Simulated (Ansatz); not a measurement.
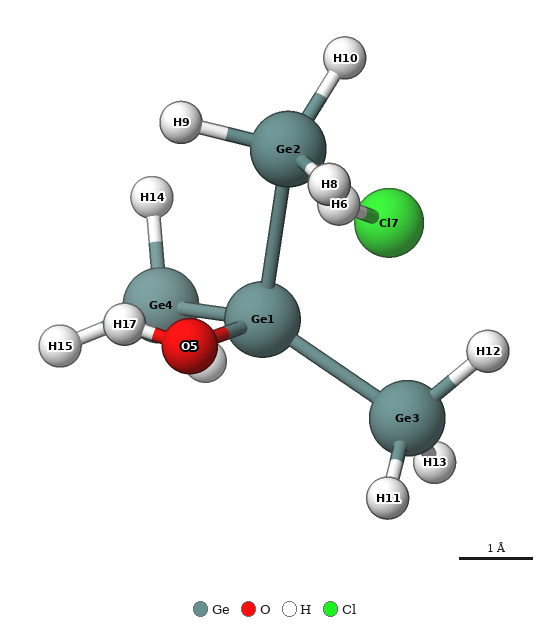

*The starting structure (ball-and-stick view, seen at a tilt; atoms are numbered from 1 in the order of the input). Sticks mark near contacts.*

Bond lengths as drawn: Cl–H 1.46 Å, Ge–Ge 2.44 to 2.64 Å, Ge–H 1.53 to 1.55 Å, Ge–O 1.80 Å and H–O 0.96 Å.

## Geometry relaxation, with input and output: Ge4H11ClO (part 1 of 2)

- system: Ge4H11ClO
- method: RKS PBE0-D4/def2-TZVP (Ansatz 0.2.0)

The geometry is a transition state displaced along its imaginary mode. The reaction was set up to form Ge1–Cl7 and Ge2–H6 and to break Ge1–Ge2 and H6–Cl7 (atoms counted from 1 in the order of the input); sticks are drawn by distance alone. Figures and captions count atoms from 1; the log counts them from 0 in places.

## The program's output
```
Functional definition: PBE0
  name "PBE0"
  cite "Adamo & Barone, J. Chem. Phys. 110, 6158 (1999) doi:10.1063/1.478522"
  cite "Perdew, Burke & Ernzerhof, Phys. Rev. Lett. 77, 3865 (1996) doi:10.1103/PhysRevLett.77.3865"
  parent pbe
  parameter a = 0.25
  parameter kappa = 0.804
  parameter beta = 0.06672455060314922
  exchange = (1 - a)*pbe_x(kappa = kappa, mu = beta*pi^2/3) + a*exact_x
  correlation = pbe_c(beta = beta)
2507 factors; their error is unknown
mean field evaluation 1: about -240781.9855 eV, gradient 6.2e1 eV
mean field evaluation 2: about -240756.6780 eV, gradient 1.3e2 eV
mean field evaluation 4: about -240787.3702 eV, gradient 7.9e0 eV
mean field evaluation 8: about -240787.4704 eV, gradient 1.5e-1 eV
mean field evaluation 16: about -240788.5844 eV, gradient 2.6e-4 eV
mean field -240788.58438326 eV, -8848.8172637202 hartree, gradient 7.3e-5 eV, S^2 0.000000; 0 other end points of the search recorded, 0 dependent functions left out
the calculation of the forces begins
reference -240788.58442734 eV, -8848.8172653401 hartree; 82, 82 occupied and 244, 244 virtual orbitals, 2507 factors
relax step   1: F+E_penalty+E_count = -240789.08183340 eV  Δ(F+E_penalty+E_count) = +0.000e0 eV  max|allowed force component| = 9.294e-1 eV/Å  Δτ_max = 0.0000 Å  (30 SCF iters, accepted)
these checks for a lower state are left out or cut short: starts, cluster_reference, orbital_swaps, neighbouring_geometries, increment
2507 factors; their error is unknown
mean field -240788.88753971 eV, -8848.8284045143 hartree, gradient 1.7e-5 eV, S^2 0.000000; 0 other end points of the search recorded, 0 dependent functions left out
[... from here on the field's lines of each further geometry are left out, up to the last ...]
relax step   2: F+E_penalty+E_count = -240789.37931938 eV  Δ(F+E_penalty+E_count) = -2.975e-1 eV  max|allowed force component| = 1.653e0 eV/Å  Δτ_max = 0.1963 Å  (32 SCF iters, accepted)
relax step   3: F+E_penalty+E_count = -240789.66171487 eV  Δ(F+E_penalty+E_count) = -2.824e-1 eV  max|allowed force component| = 6.704e-1 eV/Å  Δτ_max = 0.1947 Å  (32 SCF iters, accepted)
relax step   4: F+E_penalty+E_count = -240789.81259225 eV  Δ(F+E_penalty+E_count) = -1.509e-1 eV  max|allowed force component| = 5.274e-1 eV/Å  Δτ_max = 0.1951 Å  (33 SCF iters, accepted)
relax step   5: F+E_penalty+E_count = -240789.89071570 eV  Δ(F+E_penalty+E_count) = -7.812e-2 eV  max|allowed force component| = 4.045e-1 eV/Å  Δτ_max = 0.2000 Å  (31 SCF iters, accepted)
relax step   6: F+E_penalty+E_count = -240789.95148353 eV  Δ(F+E_penalty+E_count) = -6.077e-2 eV  max|allowed force component| = 3.521e-1 eV/Å  Δτ_max = 0.1951 Å  (32 SCF iters, accepted)
relax step   7: F+E_penalty+E_count = -240789.99374366 eV  Δ(F+E_penalty+E_count) = -4.226e-2 eV  max|allowed force component| = 2.772e-1 eV/Å  Δτ_max = 0.1955 Å  (31 SCF iters, accepted)
relax step   8: F+E_penalty+E_count = -240790.02379163 eV  Δ(F+E_penalty+E_count) = -3.005e-2 eV  max|allowed force component| = 1.763e-1 eV/Å  Δτ_max = 0.2000 Å  (32 SCF iters, accepted)
relax step   9: F+E_penalty+E_count = -240790.03265176 eV  Δ(F+E_penalty+E_count) = -8.860e-3 eV  max|allowed force component| = 7.306e-2 eV/Å  Δτ_max = 0.1502 Å  (31 SCF iters, accepted)
relax step  10: F+E_penalty+E_count = -240790.03310106 eV  Δ(F+E_penalty+E_count) = -4.493e-4 eV  max|allowed force component| = 1.562e-1 eV/Å  Δτ_max = 0.0764 Å  (31 SCF iters, accepted)
relax step  11: F+E_penalty+E_count = -240790.03196375 eV  Δ(F+E_penalty+E_count) = +1.137e-3 eV  max|allowed force component| = 2.497e-1 eV/Å  Δτ_max = 0.0818 Å  (31 SCF iters, rejected (line search))
relax step  12: F+E_penalty+E_count = -240790.03415839 eV  Δ(F+E_penalty+E_count) = -1.057e-3 eV  max|allowed force component| = 5.759e-2 eV/Å  Δτ_max = 0.0409 Å  (31 SCF iters, accepted)
relax step  13: F+E_penalty+E_count = -240790.03517713 eV  Δ(F+E_penalty+E_count) = -1.019e-3 eV  max|allowed force component| = 5.601e-2 eV/Å  Δτ_max = 0.0677 Å  (31 SCF iters, accepted)
relax step  14: F+E_penalty+E_count = -240790.03589612 eV  Δ(F+E_penalty+E_count) = -7.190e-4 eV  max|allowed force component| = 1.390e-2 eV/Å  Δτ_max = 0.0320 Å  (32 SCF iters, accepted)
relax step  15: F+E_penalty+E_count = -240790.03615405 eV  Δ(F+E_penalty+E_count) = -2.579e-4 eV  max|allowed force component| = 3.967e-2 eV/Å  Δτ_max = 0.0489 Å  (30 SCF iters, accepted)
relax step  16: F+E_penalty+E_count = -240790.03624775 eV  Δ(F+E_penalty+E_count) = -9.371e-5 eV  max|allowed force component| = 2.766e-2 eV/Å  Δτ_max = 0.0089 Å  (33 SCF iters, accepted)
relax step  17: F+E_penalty+E_count = -240790.03632489 eV  Δ(F+E_penalty+E_count) = -7.713e-5 eV  max|allowed force component| = 1.595e-2 eV/Å  Δτ_max = 0.0111 Å  (33 SCF iters, accepted)
relax step  18: F+E_penalty+E_count = -240790.03635709 eV  Δ(F+E_penalty+E_count) = -3.220e-5 eV  max|allowed force component| = 5.909e-3 eV/Å  Δτ_max = 0.0133 Å  (33 SCF iters, accepted)
the calculation of the forces begins
reference -240789.56805231 eV, -8848.8534128912 hartree; 82, 82 occupied and 244, 244 virtual orbitals, 2507 factors
relax step  19: F+E_penalty+E_count = -240790.03636451 eV  Δ(F+E_penalty+E_count) = -7.419e-6 eV  max|allowed force component| = 3.638e-3 eV/Å  Δτ_max = 0.0075 Å  (23 SCF iters, accepted)
2507 factors; their error is unknown
mean field evaluation 160: about -240789.5680 eV, gradient 2.8e-3 eV
```

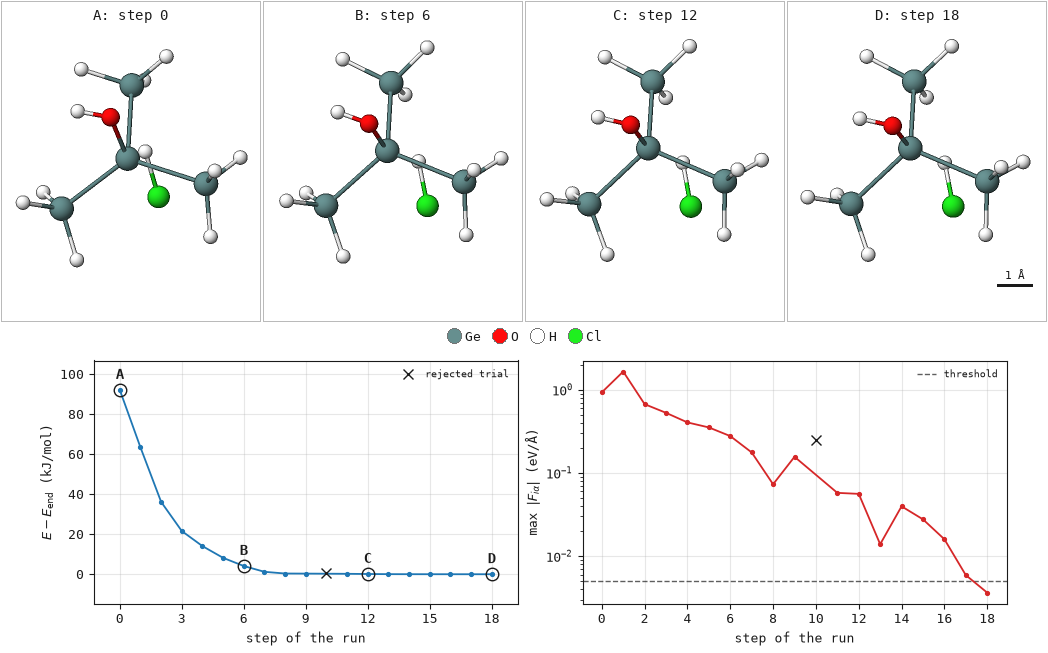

*Frames of the relaxation (ball-and-stick view, seen at a tilt) above the curves, on which the letters mark them (the first geometry is step 0 here and step 1 in the log).*

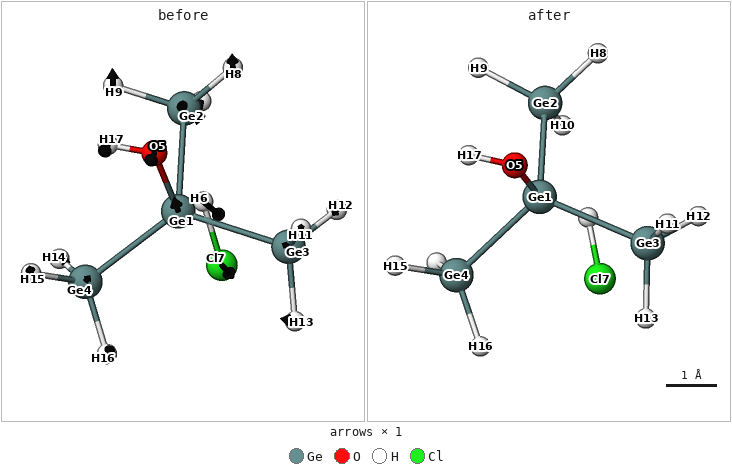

*Before (left) and after (right) the relaxation, at one scale (ball-and-stick view, seen at a tilt). The black arrows give the displacements, at true length.*

After 18 geometry steps the energy has fallen by 92.1 kJ/mol. Largest force component: 0.93 eV/Å at the start, 0.0036 eV/Å at the end. The line search rejected the trial step at point 10 (counted from 0) and went back. The atom that moves furthest after the best rigid fit is H6 (1.31 Å). By element the largest moves are H 1.31 Å, Cl 0.59 Å, O 0.58 Å, Ge 0.35 Å. Among the contacts that change: Ge1–Ge2 2.635 → 2.444 Å, H6–Cl7 1.461 → 1.285 Å, Ge2–H8 1.529 → 1.537 Å, Ge1–Ge4 2.449 → 2.443 Å. Among the angles that change: Ge2–Ge1–O5 85.3° → 106.8°, Ge1–Ge2–H10 132.3° → 111.0°, Ge1–Ge2–H9 96.6° → 111.0°. (Atoms are counted from 1 in the order of the input.)

```
mean field -240789.56800731 eV, -8848.8534112375 hartree, gradient 2.7e-5 eV, S^2 0.000000; 1 other end points of the search recorded, 0 dependent functions left out
the calculation of the forces begins
reference -240789.56805231 eV, -8848.8534128912 hartree; 82, 82 occupied and 244, 244 virtual orbitals, 2507 factors
Total energy: -240790.03640951 eV, -8848.8706247006 hartree
Atom 0 at    -0.215361    -0.496083    -0.496752 Å, force     0.001529     0.001440     0.003638 eV/Å
Atom 1 at     1.915334    -1.094194     0.539722 Å, force     0.000170    -0.002055    -0.001084 eV/Å
Atom 2 at    -0.013822     1.429960    -1.968917 Å, force     0.002035     0.001643    -0.001011 eV/Å
Atom 3 at    -1.977322    -0.351115     1.188710 Å, force    -0.000808     0.000602     0.001398 eV/Å
Atom 4 at    -0.636601    -1.832745    -1.633036 Å, force    -0.000539     0.002376    -0.001699 eV/Å
Atom 5 at     1.306545     1.634041     1.782638 Å, force    -0.002204     0.001888    -0.000261 eV/Å
Atom 6 at     0.398833     2.526890     1.605575 Å, force     0.002292    -0.001633     0.000265 eV/Å
Atom 7 at     3.051752    -1.171081    -0.492459 Å, force     0.000096    -0.000069    -0.000096 eV/Å
Atom 8 at     1.812571    -2.443441     1.273552 Å, force     0.000092     0.000899    -0.000715 eV/Å
Atom 9 at     2.331251    -0.043124     1.599426 Å, force     0.000966     0.001449     0.001590 eV/Å
Atom 10 at    -0.087854     0.931470    -3.420203 Å, force    -0.000065    -0.000394    -0.000294 eV/Å
Atom 11 at     1.331880     2.136649    -1.743239 Å, force    -0.002508    -0.002551     0.000642 eV/Å
Atom 12 at    -1.152384     2.427506    -1.708559 Å, force     0.000098     0.000369    -0.000297 eV/Å
Atom 13 at    -1.390045    -0.259507     2.606358 Å, force     0.000180    -0.000493    -0.003612 eV/Å
Atom 14 at    -2.817508    -1.640940     1.095963 Å, force    -0.000616    -0.000439    -0.000026 eV/Å
Atom 15 at    -2.895322     0.855495     0.943428 Å, force    -0.000146    -0.000782     0.000415 eV/Å
Atom 16 at    -0.961945    -2.609682    -1.172007 Å, force    -0.000572    -0.002248     0.001148 eV/Å
Dipole moment:     0.073925    -0.147303     0.235105 e Å
```

## Trajectory as extended XYZ (Å, eV, eV/Å), 19 frames, from step=1 to step=19
```
17
Properties=species:S:1:pos:R:3:forces:R:3 step=1 energy=-240789.08183
Ge   -0.3222   -0.1807   -0.3732    0.2610  -0.5278  -0.1440
Ge    1.9849   -0.8670    0.7003   -0.0634  -0.1347  -0.0988
Ge    0.0032    1.5757   -2.0323    0.0016  -0.0429   0.0927
Ge   -2.1201   -0.3206    1.2834    0.1095   0.0315  -0.0426
O    -0.1869   -1.7252   -1.2867   -0.2068  -0.1249  -0.2196
H     0.8664    0.7240    0.9417   -0.1936   0.9294   0.4158
Cl    0.3024    2.0152    1.3287    0.2583   0.2753   0.3240
H     2.7778   -1.0250   -0.5974    0.0834  -0.0911  -0.0487
H     1.5223   -2.2169    1.2613    0.0573  -0.1303  -0.0021
H     2.8860   -0.1838    1.7632   -0.2348   0.0246  -0.1386
H    -0.1910    0.9830   -3.4348   -0.0125  -0.0202  -0.0209
H     1.4423    2.0858   -1.8692   -0.0405   0.0007  -0.0195
H    -0.9989    2.7115   -1.7850    0.0176  -0.0392   0.0064
H    -1.4712   -0.4874    2.6659   -0.0386   0.0056  -0.0373
H    -2.9778   -1.5621    0.9741   -0.0127  -0.0230  -0.0219
H    -2.9920    0.9406    1.2411    0.0296  -0.0228  -0.0148
H    -0.5252   -2.4670   -0.7810   -0.0151  -0.1101  -0.0303
17
Properties=species:S:1:pos:R:3:forces:R:3 step=2 energy=-240789.37932
Ge   -0.2698   -0.2403   -0.3766   -0.0035  -0.3296  -0.1824
Ge    1.9640   -0.8836    0.6786   -0.0454  -0.1269  -0.1083
Ge    0.0048    1.5469   -2.0179   -0.0153  -0.0246   0.0546
Ge   -2.0931   -0.3289    1.2612    0.0567   0.0374  -0.0293
O    -0.2841   -1.7616   -1.3555   -0.1319  -0.0959   0.1706
H     0.8646    0.8776    1.0262   -0.4884   1.6530   0.6482
Cl    0.3441    2.1695    1.4427    0.5690  -1.0658  -0.2588
H     2.7877   -1.0548   -0.6027    0.0748  -0.0677   0.0009
H     1.5387   -2.2461    1.2489    0.0709  -0.0785   0.0039
H     2.8253   -0.1617    1.7395   -0.1923   0.0491  -0.0894
H    -0.1925    0.9670   -3.4272   -0.0036  -0.0297   0.0229
H     1.4372    2.0764   -1.8695    0.0065   0.0128  -0.0184
H    -0.9951    2.6857   -1.7764   -0.0023  -0.0519   0.0295
H    -1.4686   -0.4909    2.6537   -0.0146  -0.0032   0.0190
H    -2.9640   -1.5655    0.9596    0.0370   0.0031  -0.0305
H    -2.9707    0.9288    1.2243    0.0376  -0.0066  -0.0365
H    -0.5284   -2.5187   -0.8087    0.0448   0.1250  -0.1962
17
Properties=species:S:1:pos:R:3:forces:R:3 step=3 energy=-240789.66171
Ge   -0.2364   -0.2898   -0.3838   -0.1696  -0.3585  -0.3555
Ge    1.9374   -0.8965    0.6544    0.0667  -0.3889  -0.1987
Ge    0.0049    1.5255   -2.0044   -0.0472  -0.0866  -0.0097
Ge   -2.0718   -0.3306    1.2462    0.0007  -0.0376  -0.0849
O    -0.3451   -1.7949   -1.4086   -0.1571  -0.1805   0.6704
H     0.8515    1.0501    1.1155    0.0567   0.4005   0.2743
Cl    0.4140    2.2248    1.5178    0.0024   0.1689   0.0927
H     2.8016   -1.0819   -0.6033    0.0852  -0.0557   0.0655
H     1.5586   -2.2715    1.2394    0.1179  -0.0341   0.0134
H     2.7537   -0.1312    1.7145   -0.1819   0.0896  -0.0554
H    -0.1952    0.9514   -3.4170    0.0025  -0.0108   0.0420
H     1.4316    2.0738   -1.8723    0.0317   0.0205  -0.0060
H    -0.9971    2.6624   -1.7643   -0.0186  -0.0401   0.0455
H    -1.4719   -0.4903    2.6493    0.0081   0.0012   0.0477
H    -2.9481   -1.5653    0.9449    0.0481   0.0295  -0.0120
H    -2.9528    0.9246    1.2073    0.0380   0.0165  -0.0423
H    -0.5348   -2.5604   -0.8353    0.1164   0.4661  -0.4870
17
Properties=species:S:1:pos:R:3:forces:R:3 step=4 energy=-240789.81259
Ge   -0.2389   -0.3141   -0.3953    0.1277  -0.2605  -0.1665
Ge    1.9279   -0.9698    0.6039   -0.0072  -0.0373  -0.0254
Ge    0.0002    1.5109   -2.0009   -0.0376  -0.0560   0.0178
Ge   -2.0661   -0.3323    1.2387    0.0105  -0.0124  -0.0667
O    -0.3594   -1.8065   -1.4259   -0.1975   0.0214   0.2611
H     0.8945    1.1992    1.2337    0.2805  -0.2404   0.0470
Cl    0.3998    2.3329    1.5670   -0.2063   0.5274   0.1669
H     2.8622   -1.1374   -0.6074    0.0117  -0.0510   0.0807
H     1.6127   -2.3382    1.2433    0.0908   0.0125  -0.0356
H     2.6532   -0.1098    1.6659   -0.1169   0.0050  -0.0675
H    -0.1996    0.9394   -3.4136   -0.0061  -0.0023   0.0252
H     1.4240    2.0742   -1.8766    0.0044   0.0048   0.0007
H    -1.0085    2.6386   -1.7441   -0.0153  -0.0295   0.0171
H    -1.4784   -0.4861    2.6499    0.0016   0.0069   0.0134
H    -2.9395   -1.5669    0.9351    0.0187   0.0251   0.0006
H    -2.9361    0.9305    1.1849    0.0189  -0.0012  -0.0298
H    -0.5482   -2.5645   -0.8584    0.0219   0.0875  -0.2389
17
Properties=species:S:1:pos:R:3:forces:R:3 step=5 energy=-240789.89072
Ge   -0.2278   -0.3426   -0.4045   -0.0240  -0.1873  -0.2467
Ge    1.9201   -0.9887    0.5875    0.0634  -0.0968  -0.0129
Ge   -0.0069    1.4942   -1.9980   -0.0100  -0.0576   0.0271
Ge   -2.0584   -0.3358    1.2248    0.0320  -0.0217  -0.0485
O    -0.4147   -1.8150   -1.4633   -0.1281   0.0433   0.4045
H     1.0115    1.2869    1.3701    0.0103   0.2262   0.1387
Cl    0.3769    2.3968    1.5812    0.0494  -0.0594  -0.0021
H     2.8874   -1.1554   -0.6006   -0.0022  -0.0251   0.1185
H     1.6403   -2.3582    1.2463    0.1013   0.0623  -0.0302
H     2.6022   -0.0868    1.6492   -0.1167  -0.0138  -0.0811
H    -0.2070    0.9248   -3.4114   -0.0050   0.0024   0.0197
H     1.4136    2.0686   -1.8791    0.0012   0.0080  -0.0030
H    -1.0208    2.6166   -1.7374   -0.0175  -0.0324   0.0202
H    -1.4809   -0.4837    2.6416   -0.0021   0.0079   0.0147
H    -2.9331   -1.5700    0.9240    0.0117   0.0231   0.0066
H    -2.9269    0.9279    1.1634    0.0226   0.0002  -0.0355
H    -0.5756   -2.5794   -0.8936    0.0136   0.1208  -0.2902
17
Properties=species:S:1:pos:R:3:forces:R:3 step=6 energy=-240789.95148
Ge   -0.2217   -0.3731   -0.4180   -0.1089  -0.1896  -0.3114
Ge    1.9123   -1.0176    0.5651    0.1981  -0.0742   0.0969
Ge   -0.0133    1.4751   -1.9946    0.0166  -0.0186   0.0276
Ge   -2.0483   -0.3411    1.2107    0.0344  -0.0071  -0.0004
O    -0.4738   -1.8201   -1.5015   -0.0519   0.1843   0.3521
H     1.1113    1.3923    1.5005   -0.0643   0.2628   0.1095
Cl    0.3693    2.4501    1.6052    0.1265  -0.1894  -0.0254
H     2.9341   -1.1795   -0.5819   -0.0578   0.0117   0.1386
H     1.6937   -2.3853    1.2579    0.0694   0.1277  -0.0471
H     2.5292   -0.0546    1.6252   -0.1201  -0.0821  -0.1314
H    -0.2142    0.9125   -3.4102   -0.0067   0.0012   0.0121
H     1.4022    2.0664   -1.8823   -0.0148   0.0001   0.0000
H    -1.0373    2.5858   -1.7223   -0.0141  -0.0301   0.0150
H    -1.4841   -0.4772    2.6356   -0.0041   0.0112  -0.0042
H    -2.9294   -1.5722    0.9192    0.0048   0.0154   0.0040
H    -2.9087    0.9275    1.1313    0.0196  -0.0032  -0.0324
H    -0.6212   -2.5890   -0.9399   -0.0266  -0.0202  -0.2036
```
